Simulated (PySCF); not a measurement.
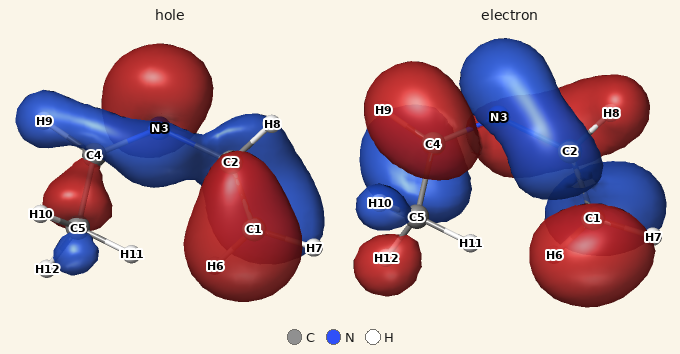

Figure 1: C₄H₇N, SMILES `C=C/N=C\C`. Leading natural transition orbital pair of T₁ (TDA triplet states); the surfaces enclose about 85 % of each orbital's density.

Method: CAM-B3LYP/def2-SVP; geometry: GFN2-xTB; program: PySCF. No frequency check shows the geometry to be a minimum. Without diffuse functions Rydberg states are missing, so the states' numbers hold for this basis only.

Coordinates in Å:

```
C1      -1.7333    0.6984   -0.2363
C2      -1.1706   -0.3632    0.3327
N3      -0.0482   -1.0132   -0.1148
C4       1.1119   -0.5456   -0.2245
C5       1.6071    0.7999    0.1993
H6      -1.2742    1.1973   -1.0731
H7      -2.6929    1.0618    0.0837
H8      -1.6646   -0.8956    1.1373
H9       1.8548   -1.2110   -0.6568
H10      2.4854    0.6864    0.8328
H11      0.8344    1.3473    0.7341
H12      1.9039    1.3695   -0.6808
```

Q: Where does the state lie, and where do hole and electron sit?

A: 3.53 eV (352 nm), spin-forbidden from the singlet ground state; the leading pair carries 95 %; hole on N3 (36 %), C1 (28 %) and C2 (16 %), electron on C4 (26 %), N3 (21 %) and C1 (19 %); their centroids lie 0.5 Å apart. In canonical orbitals it is mainly HOMO → LUMO (92 %). The HOMO–LUMO gap is 8.50 eV.

Run time: 3.6 min on 1 thread of Arm Neoverse V2 (shared host), peak memory 0.6 GiB.
